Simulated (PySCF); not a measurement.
# C3H9BF2Si: electronic excitations

What electronic excitations should C3H9BF2Si (`CC(C)B(F)[SiH2]F`) show?

Programs: PySCF 2.14.0, with density-fitted response routines of our own. Each step states its level of theory. These are calculated values for one molecule in the gas phase, unless marked as measured. Atoms count from 0, in the outputs and in this text.

**1. The starting structure**

16 atoms, charge 0, multiplicity 1; geometry from: GFN2-xTB.

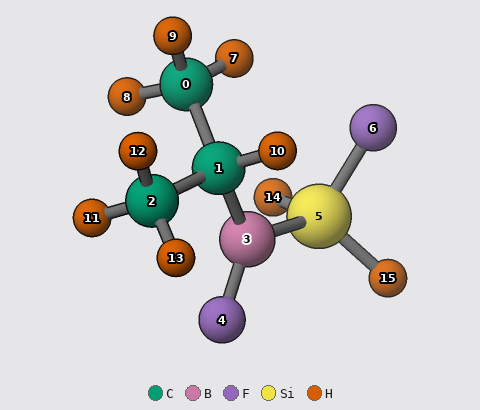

As it starts; carbon teal, boron pink, fluorine purple, silicon yellow, hydrogen orange, atoms numbered.

**2. Ultraviolet spectrum: wB97X-D/def2-SVPD**

The job: settings as JSON, then the geometry in Å.

```
{"job": {"kind": "uv", "xc": "wB97X-D", "basis": "def2-SVPD", "nstates": 8, "ntriplets": 3}, "charge": 0, "multiplicity": 1}
C     -1.069209     1.066722     0.071442
C     -0.482952    -0.133358     0.832676
C     -1.566163    -1.198284     1.047823
B      0.850661    -0.696040     0.163755
F      0.960134    -2.013996     0.061117
Si     2.348753     0.417237    -0.486446
F      2.281945     1.855698     0.269815
H     -0.329424     1.854748    -0.041655
H     -1.401996     0.760419    -0.918216
H     -1.925382     1.473163     0.605824
H     -0.189453     0.243100     1.825278
H     -1.902165    -1.593339     0.091177
H     -2.425390    -0.774497     1.564139
H     -1.181231    -2.025725     1.639159
H      2.318422     0.803802    -1.899628
H      3.705849    -0.030706    -0.170049
```

Level: TDDFT wB97X-D/def2-SVPD, vertical, gas phase, core orbitals frozen in the response.

Command:

```console
$ OMP_NUM_THREADS=1 python probes_run.py task.json out
```

One launch serves the whole session: the jobs run in the order shown.

What will the session give for the following? lowest singlet (wB97X-D/def2-SVPD); brightest single state of those computed; lowest triplet. Wanted: lowest singlet; brightest single state of those computed; lowest triplet.

**Answer**, as computed:

| quantity | value |
| --- | --- |
| lowest singlet (wB97X-D/def2-SVPD) | 4.83 eV (257 nm), f = 0.005 |
| brightest single state of those computed | state 4, 7.13 eV, f = 0.075 |
| lowest triplet | 4.18 eV |

What this shows: The first singlet state (HOMO→LUMO 0.97) lies at 4.83 eV and is weak; of the 8 states computed, the strongest absorption comes from state 4 at 7.13 eV (the last state computed is bright too, and its partners may lie past the list). The lowest triplet lies 0.65 eV below the lowest singlet (triplets in Tamm-Dancoff, singlets in full TDDFT).
